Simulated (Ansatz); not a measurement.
# AlNH2Cl (SMILES [NH2][Al][Cl]) at UCAM-B3LYP/aug-cc-pVDZ

Aim: the vertical electron affinity of AlNH2Cl at UCAM-B3LYP/aug-cc-pVDZ, from 2 runs. 

The results are computed with Ansatz 0.2.0.

71 further runs of the same task are left out: 71 set aside as unsound or not needed.

## (1) The system as given

AlNH2Cl: 5 atoms, total charge 0, spin state doublet. As SMILES, `[NH2][Al][Cl]`. Geometry: relaxed at PBE0-D4/def2-TZVP. This is one conformer, not always the lowest.

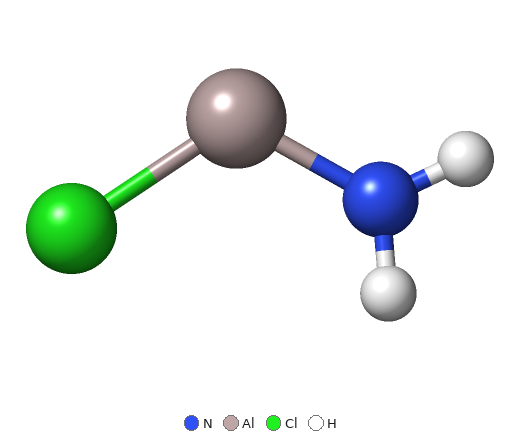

Viewed from a chosen angle; nitrogen blue, aluminium light grey, chlorine green, hydrogen white.

## (2) The energy at UCAM-B3LYP/aug-cc-pVDZ

Contents of molecule.yaml:

```yaml
crystal:
  periodic: [false, false, false]
  atoms:
    - {symbol: N, position_ang: [-0.549400, 0.461700, -0.232000]}
    - {symbol: Al, position_ang: [0.402600, -0.291600, 1.049100]}
    - {symbol: Cl, position_ang: [1.907000, -1.649700, 0.440800]}
    - {symbol: H, position_ang: [-1.293600, 1.123300, -0.083500]}
    - {symbol: H, position_ang: [-0.416600, 0.282700, -1.215900]}
basis:
  gaussian: {orbitals: aug-cc-pVDZ}
magnetization: {spin_polarized: true, initial_magnetization: 1}
hamiltonian: {xc: {name: CAM-B3LYP}}
accuracy: high
output: {orbitals: {seedname: orbitals}}
```

Started as:

```console
ansatz run molecule.yaml --threads 1 --pin off --max-ram 3480MiB --events-out events.jsonl --progress --plain --runs-dir runs
```

Output:

```text
Warning: RAYON_NUM_THREADS=1 ignored (pool sized by the plan → 1); use --threads N
Functional definition: CAM-B3LYP
  name "CAM-B3LYP"
  parameter alpha = 0.19
  parameter beta = 0.46
  parameter omega = 0.33/bohr
  parameter ac = 0.81
  exchange = (1 - alpha - beta)*b88_x + beta*b88_x_sr(omega) + alpha*exact_x + beta*exact_x_lr(omega)
  correlation = (1 - ac)*vwn5_c + ac*lyp_c
1868 factors; integrals over basis functions are off by at most 3.7e-9 eV
534 factors; integrals over basis functions are off by at most 2.2e-9 eV
mean field evaluation 1: about -20635.8532 eV, gradient 4.4e1 eV
mean field evaluation 2: about -20625.8968 eV, gradient 6.1e1 eV
mean field evaluation 4: about -20643.9752 eV, gradient 2.1e0 eV
mean field evaluation 8: about -20644.0526 eV, gradient 1.2e-1 eV
mean field evaluation 16: about -20644.0529 eV, gradient 2.1e-4 eV
mean field -20644.05290773 eV, -758.6549513175 hartree, gradient 3.6e-8 eV, S^2 0.751557; 0 other end points of the search recorded, 0 dependent functions left out
reference -20644.05292697 eV, -758.6549520244 hartree; 20, 19 occupied and 75, 76 virtual orbitals, 1868 factors
Total energy: -20644.05292697 eV, -758.6549520244 hartree
```

Run time: 27 s. Hardware: 1 thread of Arm Neoverse N1, shared host; peak memory 0.49 GiB.

## (3) The singlet anion, same level

Contents of in.yaml:

```yaml
crystal:
  periodic: [false, false, false]
  atoms:
    - {symbol: "N", position_ang: [-0.549400, 0.461700, -0.232000]}
    - {symbol: Al, position_ang: [0.402600, -0.291600, 1.049100]}
    - {symbol: Cl, position_ang: [1.907000, -1.649700, 0.440800]}
    - {symbol: H, position_ang: [-1.293600, 1.123300, -0.083500]}
    - {symbol: H, position_ang: [-0.416600, 0.282700, -1.215900]}
basis:
  gaussian:
    orbitals: aug-cc-pVDZ
total_charge: -1
hamiltonian:
  xc: {name: CAM-B3LYP}
accuracy: high
output: {orbitals: {seedname: orbitals}}
```

Started as:

```console
ansatz run in.yaml --threads 1 --pin off --max-ram 3480MiB --events-out events.jsonl --progress --plain --runs-dir runs
```

Output, shortened:

```text
Warning: RAYON_NUM_THREADS=1 ignored (pool sized by the plan → 1); use --threads N
[... 8 set-up lines as earlier in the session ...]
1868 factors; integrals over basis functions are off by at most 3.7e-9 eV
534 factors; integrals over basis functions are off by at most 2.2e-9 eV
mean field evaluation 1: about -20642.2047 eV, gradient 3.8e1 eV
mean field evaluation 2: about -20639.3341 eV, gradient 5.2e1 eV
mean field evaluation 4: about -20645.2574 eV, gradient 7.4e-1 eV
mean field evaluation 8: about -20645.3014 eV, gradient 8.2e-2 eV
mean field evaluation 16: about -20645.3014 eV, gradient 2.0e-4 eV
mean field -20645.30142513 eV, -758.7008334857 hartree, gradient 9.1e-8 eV, S^2 0.000000; 0 other end points of the search recorded, 0 dependent functions left out
reference -20645.30144207 eV, -758.7008341080 hartree; 20, 20 occupied and 75, 75 virtual orbitals, 1868 factors
Total energy: -20645.30144207 eV, -758.7008341080 hartree
```

Wall time 16 s (1 thread of Arm Neoverse N1, shared host); peak memory 0.35 GiB.

## (4) Results

At UCAM-B3LYP/aug-cc-pVDZ:

| quantity | value |
| --- | --- |
| doublet AlNH2Cl: total energy | -758.65495 Eh |
| doublet AlNH2Cl: HOMO energy (highest over α and β) | -7.40 eV |
| doublet AlNH2Cl: LUMO energy (lowest over α and β) | -1.99 eV |
| doublet AlNH2Cl: ⟨S²⟩ | 0.752 |
| singlet anion: total energy | -758.70083 Eh |
| singlet anion: HOMO energy | -0.69 eV |
| singlet anion: LUMO energy | 3.11 eV |
| singlet anion: HOMO–LUMO gap (to an unbound level, set by the basis) | 3.80 eV |
| vertical electron affinity (to the singlet anion) | 1.249 eV |

**Reading.** At fixed nuclei the extra electron is bound by 1.25 eV (29 kcal/mol).
